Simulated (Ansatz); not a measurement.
BAs: pressure series

The reference is BAs in the zinc blende structure (space group F-43m, No. 216; a = 4.768 Å).

Cell and atoms are relaxed at each pressure.

Computed with PBEsol/PAW in Ansatz (a quantum-chemistry and plane-wave program), no spin-orbit coupling.

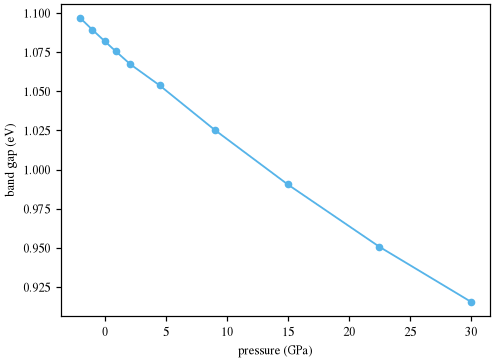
Fig. 1. Band gap against pressure

Question: From the plot, what is the band gap for pressure −1 GPa?

Answer: About 1.09 eV.

Question: Is the trend monotonic over the range shown?

Answer: Yes, it falls throughout, spanning 0.92 eV to 1.10 eV.

Load acts through the strain it causes; cell and atoms are relaxed under it. Whether these cells are dynamically stable was not tested. Competing high-pressure phases were not computed.
